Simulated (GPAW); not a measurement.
**Optical response of CoSi2**

Aim: the dielectric function of CoSi2, and the optical constants that follow from it. The cell comes from an older database entry, whose edges can differ from later determinations, mostly by under a per cent.

Method: DFT, PBE, plane-wave PAW (GPAW data sets), scalar-relativistic, RPA, optical limit, in GPAW 26.7.0.

The database entry behind the starting cell differs from later determinations by our own check (0.1 to 0.3 % short, probably kX units), so it need not match the best structure at ambient conditions.

### Step 1. Starting point

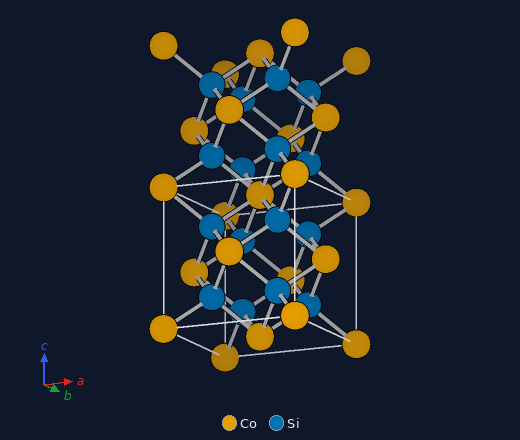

Start, viewed from a free direction; cobalt orange, silicon blue. 1×1×2 cells are drawn. This picture shows the conventional cell, with its axes. Some periodic images of atoms are drawn too.

Structure file:

```
Co Si
1.0
     0.00000    2.67800    2.67800
     2.67800    0.00000    2.67800
     2.67800    2.67800    0.00000
Co Si
1 2
Direct
  0.00000 0.00000 0.00000
  0.75000 0.75000 0.75000
  0.25000 0.25000 0.25000
```

### Step 2. Ground state

First the ground state: is it a metal or has it a gap?

This step: DFT, PBE, plane-wave PAW (GPAW data sets), scalar-relativistic, ground state (GPAW 26.7.0).

Contents of gs.py:

```python
from ase import Atoms
from ase.dft.bandgap import bandgap
from gpaw import GPAW, PW, FermiDirac

atoms = Atoms(['Co', 'Si', 'Si'],
              cell=[[0.000000000000, 2.678000000000, 2.678000000000],
                    [2.678000000000, 0.000000000000, 2.678000000000],
                    [2.678000000000, 2.678000000000, 0.000000000000]],
              scaled_positions=[[0.000000000000, 0.000000000000, 0.000000000000],
                                [0.750000000000, 0.750000000000, 0.750000000000],
                                [0.250000000000, 0.250000000000, 0.250000000000]],
              pbc=[True, True, True])
atoms.calc = GPAW(mode=PW(500), xc='PBE', kpts={'size': (9, 9, 9), 'gamma': True},
                  occupations=FermiDirac(0.05), maxiter=150, txt='gs.txt')
print('energy (eV)', atoms.get_potential_energy())
print('Fermi level (eV)', atoms.calc.get_fermi_level())
print('valence electrons', atoms.calc.get_number_of_electrons())
print('gap (eV)', bandgap(atoms.calc, output=None)[0])
print('direct gap (eV)', bandgap(atoms.calc, direct=True, output=None)[0])
atoms.calc.write('gs.gpw')
```

On the command line:

```sh
$ OMP_NUM_THREADS=1 python gs.py
```

Numbers of over 12 decimals in the logs are rounded to 6 here.

Log:

```text
__  _  _
 | _ |_)|_||  |
 |__||  | ||/\| - 26.7.0

Versions:
  Python: 3.12.14
  ASE:    3.29.0
  Numpy:  2.5.5
  Scipy:  1.18.1
  Libxc:  7.0.0

Input parameters:
  mode=PW(ecut=500.0),
  kpts=MonkhorstPack(size=(9, 9, 9), gamma=True),
  maxiter=150,
  occupations=Occupations(name='fermi-dirac', width=0.05, fixmagmom=False),
  xc=XC(name='PBE')

Diagonalizing LCAO Hamiltonian
Converting LCAO to pw mode

                    Si

           Si

       Co

Atoms  # Å, Bohr magnetons
|   | symbol |        x |        y |        z |    initial magnetic moments |
| 0 |     Co | 0.000000 | 0.000000 | 0.000000 | ( 0.0000,  0.0000,  0.0000) |
| 1 |     Si | 4.017000 | 4.017000 | 4.017000 | ( 0.0000,  0.0000,  0.0000) |
| 2 |     Si | 1.339000 | 1.339000 | 1.339000 | ( 0.0000,  0.0000,  0.0000) |

Unit cell  # Å
| periodic |        x |        y |        z |  lengths |    angles |
|      yes | 0.000000 | 2.678000 | 2.678000 | 3.787264 | 60.000000 |
|      yes | 2.678000 | 0.000000 | 2.678000 | 3.787264 | 60.000000 |
|      yes | 2.678000 | 2.678000 | 0.000000 | 3.787264 | 60.000000 |

Number of symmetries: 48
Symmetry operations  # r_c * U_cc + t_c -> r_c
|    | kind |            matrix            |
|  0 |  σ   |  1, 0, 0,  1, 0,-1,  1,-1, 0 |
|  1 |  C2  |  1, 0, 0,  1,-1, 0,  1, 0,-1 |
|  2 |  E   |  1, 0, 0,  0, 1, 0,  0, 0, 1 |
|  3 |  σ   |  1, 0, 0,  0, 0, 1,  0, 1, 0 |
|  4 |  C4  |  1, 0,-1,  1, 0, 0,  1,-1, 0 |
|  5 |  S6  |  1, 0,-1,  1,-1, 0,  1, 0, 0 |
|  6 |  σ   |  1, 0,-1,  0, 1,-1,  0, 0,-1 |
|  7 |  C3  |  1, 0,-1,  0, 0,-1,  0, 1,-1 |
|  8 |  S6  |  1,-1, 0,  1, 0, 0,  1, 0,-1 |
|  9 |  C4  |  1,-1, 0,  1, 0,-1,  1, 0, 0 |
| 10 |  C3  |  1,-1, 0,  0,-1, 1,  0,-1, 0 |
| 11 |  σ   |  1,-1, 0,  0,-1, 0,  0,-1, 1 |
| 12 |  σ   |  0, 1, 0,  1, 0, 0,  0, 0, 1 |
| 13 |  C4  |  0, 1, 0,  0, 1,-1, -1, 1, 0 |
| 14 |  C3  |  0, 1, 0,  0, 0, 1,  1, 0, 0 |
| 15 |  S6  |  0, 1, 0, -1, 1, 0,  0, 1,-1 |
| 16 |  C2  |  0, 1,-1,  1, 0,-1,  0, 0,-1 |
| 17 |  σ   |  0, 1,-1,  0, 1, 0, -1, 1, 0 |
| 18 |  S4  |  0, 1,-1,  0, 0,-1,  1, 0,-1 |
| 19 |  C4  |  0, 1,-1, -1, 1, 0,  0, 1, 0 |
| 20 |  C3  |  0, 0, 1,  1, 0, 0,  0, 1, 0 |
| 21 |  σ   |  0, 0, 1,  0, 1, 0,  1, 0, 0 |
| 22 |  S6  |  0, 0, 1,  0,-1, 1, -1, 0, 1 |
| 23 |  C4  |  0, 0, 1, -1, 0, 1,  0,-1, 1 |
| 24 |  S4  |  0, 0,-1,  1, 0,-1,  0, 1,-1 |
| 25 |  C3  |  0, 0,-1,  0, 1,-1,  1, 0,-1 |
| 26 |  C2  |  0, 0,-1,  0,-1, 0, -1, 0, 0 |
| 27 |  S6  |  0, 0,-1, -1, 0, 0,  0,-1, 0 |
| 28 |  S4  |  0,-1, 1,  1,-1, 0,  0,-1, 0 |
| 29 |  C4  |  0,-1, 1,  0, 0, 1, -1, 0, 1 |
| 30 |  C2  |  0,-1, 1,  0,-1, 0,  1,-1, 0 |
| 31 |  σ   |  0,-1, 1, -1, 0, 1,  0, 0, 1 |
| 32 |  C3  |  0,-1, 0,  1,-1, 0,  0,-1, 1 |
| 33 |  S6  |  0,-1, 0,  0, 0,-1, -1, 0, 0 |
| 34 |  S4  |  0,-1, 0,  0,-1, 1,  1,-1, 0 |
| 35 |  C2  |  0,-1, 0, -1, 0, 0,  0, 0,-1 |
| 36 |  C2  | -1, 1, 0,  0, 1, 0,  0, 1,-1 |
| 37 |  S6  | -1, 1, 0,  0, 1,-1,  0, 1, 0 |
| 38 |  S4  | -1, 1, 0, -1, 0, 1, -1, 0, 0 |
| 39 |  C3  | -1, 1, 0, -1, 0, 0, -1, 0, 1 |
| 40 |  S6  | -1, 0, 1,  0, 0, 1,  0,-1, 1 |
| 41 |  C2  | -1, 0, 1,  0,-1, 1,  0, 0, 1 |
| 42 |  C3  | -1, 0, 1, -1, 1, 0, -1, 0, 0 |
| 43 |  S4  | -1, 0, 1, -1, 0, 0, -1, 1, 0 |
| 44 |  C2  | -1, 0, 0,  0, 0,-1,  0,-1, 0 |
| 45 |  i   | -1, 0, 0,  0,-1, 0,  0, 0,-1 |
| 46 |  σ   | -1, 0, 0, -1, 1, 0, -1, 0, 1 |
| 47 |  C2  | -1, 0, 0, -1, 0, 1, -1, 1, 0 |

BZ-sampling:
  Number of BZ points: 729
  Number of IBZ points: 35

  Monkhorst-Pack size: [9, 9, 9]
  Monkhorst-Pack shift: [0, 0, 0]

K-points  # in reciprocal-cell coordinates
|     |                                coordinates |     weight |
|   0 | (  0.00000000,   0.00000000,   0.00000000) | 0.00137174 |
|   1 | (  0.11111111,   0.11111111,   0.00000000) | 0.00823045 |
|   2 | (  0.11111111,   0.11111111,   0.11111111) | 0.01097394 |
|   3 | (  0.22222222,   0.11111111,   0.11111111) | 0.01646091 |
|   4 | (  0.22222222,   0.22222222,   0.00000000) | 0.00823045 |
|   5 | (  0.22222222,   0.22222222,   0.11111111) | 0.03292181 |
|   6 | (  0.22222222,   0.22222222,   0.22222222) | 0.01097394 |
|   7 | (  0.33333333,   0.22222222,   0.11111111) | 0.03292181 |
|   8 | (  0.33333333,   0.22222222,   0.22222222) | 0.03292181 |
|   9 | (  0.33333333,   0.33333333,  -0.33333333) | 0.01646091 |
| ... |                                            |            |
|  34 | (  0.44444444,   0.44444444,   0.44444444) | 0.01097394 |

Plane wave coefficients: 986
Cutoff: 500.0 eV

Spin-components: 1 (collinear spins)
Bands:           15
Projectors:      16
Spin-degeneracy: 2
Datatype:        complex128

Parallelization:
  kpt:    1
  domain: 1
  band:   1

Density:
  Valence electrons: 17.0
  Components: 1
  Grid points: [20 20 20]
  Charge: 0.0  # |e|

Potential:
  Grid points: [20 20 20]

species:
  Co:
    name:    Cobalt
    id:
    Z:       27.0
    valence: 9
    core:    18
    charge:  0.0  # [|e|]
    compensation charges:
      type: gauss
      rc: 0.32  # [Å]
      lmax: 2
    cutoffs:
      filter: 1.87  # [Å]
      core: 2.55  # [Å]
    projectors
    | kind |    occ | energy [eV] | rcut [Å] |
    |   4s |  2.000 |      -5.469 |    1.005 |
    |   4p |  0.000 |      -1.277 |    1.058 |
    |   3d |  7.000 |      -8.205 |    1.005 |
    |    s |        |      21.742 |    1.005 |
    |    p |        |      25.934 |    1.058 |
    |    d |        |      19.007 |    1.005 |

    Using partial waves for Co as LCAO basis

  Si:
    name:    Silicon
    id:
    Z:       14.0
    valence: 4
    core:    10
    charge:  0.0  # [|e|]
    compensation charges:
      type: gauss
      rc: 0.33  # [Å]
      lmax: 2
    cutoffs:
      filter: 1.86  # [Å]
      core: 2.06  # [Å]
    projectors
    | kind |    occ | energy [eV] | rcut [Å] |
    |   3s |  2.000 |     -10.812 |    1.058 |
    |   3p |  2.000 |      -4.081 |    1.058 |
    |    s |        |      16.399 |    1.058 |
    |    p |        |      23.130 |    1.058 |
    |    d |        |       0.000 |    1.058 |

    Using partial waves for Si as LCAO basis

Reference energy: -53675.398406  # eV

eigensolver:
  PPCG
  Converge bands: occupied
  niter=2

density mixing:
  MSR1-Mixer
  Pratt-step length: 0.05
  Maximum mixing coefficient: 0.75
  Old densities: 10
  SVD Regularization: 0.005
  Good broyden scale: 1.0
  Trust region scale: 1.0
  Backstep threshold: 4.0
  History deletion threshold: 6.0
  Fourier metric: weight=20.0, sigma=0.015

occupation numbers:
  Fermi-Dirac:
    width: 0.0500  # eV

poisson solver:
  ecut: 4000.0  # eV

xc functional:
  name: PBE with 2 nearest neighbor stencil

convergence criteria:
- Maximum [total energy] change in last 3 cyles: 0.0005 eV / valence electron
- Maximum integral of absolute [dens]ity change: 0.0001 electrons / valence electron
- Maximum integral of absolute [eigenst]ate change: 4e-08 eV^2 / valence electron
maximum number of iterations: 150

SCF iterations
|iter     |      energy | eigst |  dens |
|iter:   1||  -21.331506 | +0.67 |       |
|iter:   2||  -20.869484 | -1.21 | -0.85 |
|iter:   3||  -20.502711 | -1.38 | -0.95 |
|iter:   4||  -20.394267 | -2.51 | -1.13 |
|iter:   5||  -20.346009 | -2.66 | -1.35 |
|iter:   6||  -20.350067 | -3.54 | -1.94 |
|iter:   7||  -20.351543c| -4.08 | -2.22 |
|iter:   8||  -20.351545c| -5.79 | -3.51 |
|iter:   9||  -20.351545c| -7.00 | -4.09c|
|iter:  10||  -20.351545c| -7.84c| -4.62c|

Converged in 10 steps
SCF loop duration: 6.867 s (0.687 s/step)
Energy contributions relative to reference atoms: (reference = -53675.398406)

Energy contributions:
  Kinetic:          19.080076
  Coulomb:         -13.738350
  Zero:              0.112465
  External:          0.000000
  Xc:              -25.800697
  Entropy:          -0.010079
  Spinorbit:         0.000000
  ----------------------------
  Free energy:     -20.356585
  Extrapolated:    -20.351545

dipole moment: (-14.481474, -14.481474, -14.481474)  # |e|*Ang

Fermi level: 9.632
Eigenvalues  # (at kpt = [0.000, 0.000, 0.000])
| band index |      eig [eV] | occ [0-2] |
|          0 |        -3.495 |     2.000 |
|          1 |         5.588 |     2.000 |
|          2 |         5.588 |     2.000 |
|          3 |         5.588 |     2.000 |
|          4 |         7.760 |     2.000 |
|          5 |         7.760 |     2.000 |
|          6 |        10.417 |     0.000 |
|          7 |        13.075 |     0.000 |
|          8 |        13.075 |     0.000 |
|          9 |        13.075 |     0.000 |
|         10 |        13.112 |     0.000 |
|         11 |        13.112 |     0.000 |
|         12 |        13.112 |     0.000 |
|         13 |        15.332 |     0.000 |
|         14 |        15.332 |     0.000 |

No gap
No difference between direct/indirect transitions

--- standard output ---
energy (eV) -20.351545
Fermi level (eV) 9.631778
valence electrons 17.0
gap (eV) 0.0
direct gap (eV) 0.0
```

Run time: 8.5 s. Hardware: 1 thread of Arm Neoverse V2, shared host; peak memory 0.14 GiB.

This run has no spin polarisation, although Co can carry a moment.

Numbers from this step:

```
energy       : -20.35 eV
Fermi energy : 9.632 eV
electrons    : 17
```

There are states at the Fermi level within the smearing, so the occupations stay smeared and the carriers get a Drude term.

### Step 3. Bands for the response

The response needs many more empty bands than the density does.

This step: DFT, PBE, plane-wave PAW (GPAW data sets), scalar-relativistic, bands at fixed density (GPAW 26.7.0).

Contents of nscf.py:

```python
from ase.dft.bandgap import bandgap
from gpaw import GPAW, FermiDirac

calc = GPAW('gs.gpw').fixed_density(kpts={'size': (12, 12, 12), 'gamma': True}, nbands=49, convergence={'bands': 43},
                                    occupations=FermiDirac(0.05), txt='nscf.txt')
print('gap (eV)', bandgap(calc, output=None)[0])
print('direct gap (eV)', bandgap(calc, direct=True, output=None)[0])
print('top band over the Fermi level (eV)', min(calc.get_eigenvalues(kpt=k)[42] for k in range(len(calc.get_ibz_k_points()))) - calc.get_fermi_level())
calc.write('full.gpw', mode='all')
```

On the command line:

```sh
$ OMP_NUM_THREADS=1 python nscf.py
```

Log:

```text
Diagonalizing LCAO Hamiltonian
Converting LCAO to pw mode
convergence criteria:
- Maximum integral of absolute [eigenst]ate change: 4e-08 eV^2 / valence electron
maximum number of iterations: 150

SCF iterations
|iter     |      energy | eigst |  dens |
|iter:   1||             | +3.77 |       |
|iter:   2||             | +2.46 |       |
|iter:   3||             | +1.85 |       |
|iter:   4||             | +1.12 |       |
|iter:   5||             | -0.17 |       |
|iter:   6||             | -1.16 |       |
|iter:   7||             | -1.98 |       |
|iter:   8||             | -2.70 |       |
|iter:   9||             | -3.44 |       |
|iter:  10||             | -4.18 |       |
|iter:  11||             | -4.91 |       |
|iter:  12||             | -5.64 |       |
|iter:  13||             | -6.35 |       |
|iter:  14||             | -6.88 |       |
|iter:  15||             | -7.30 |       |
|iter:  16||             | -7.68c|       |
SCF steps: 16
  __  _  _
 | _ |_)|_||  |
 |__||  | ||/\| - 26.7.0

Versions:
  Python: 3.12.14
  ASE:    3.29.0
  Numpy:  2.5.5
  Scipy:  1.18.1
  Libxc:  7.0.0

Input parameters:
  mode=PW(ecut=500.0),
  convergence={'bands': 43},
  gpts=array([20, 20, 20]),
  kpts=MonkhorstPack(size=(12, 12, 12), gamma=True),
  maxiter=150,
  nbands=49,
  occupations=Occupations(name='fermi-dirac', width=0.05, fixmagmom=False),
  parallel={},
  xc=XC(name='PBE')

--- standard output ---
gap (eV) 0.0
direct gap (eV) 0.0
top band over the Fermi level (eV) 38.216520
```

It took 67 s on 1 thread; peak memory 0.22 GiB.

(Continued in part 2 of 2.)

[Machine, clock and banner lines and Python warnings are left out of the logs.]

[Logs are printed without paths, hosts, clocks, repeated set-up lines and the standing remarks that a program may print on its own settings, such as how far it seeks lower states.]

[Hosts, paths, dates, database ids (printed as entryN), source tags and the programs' standing remarks are cut or masked in the printed files.]
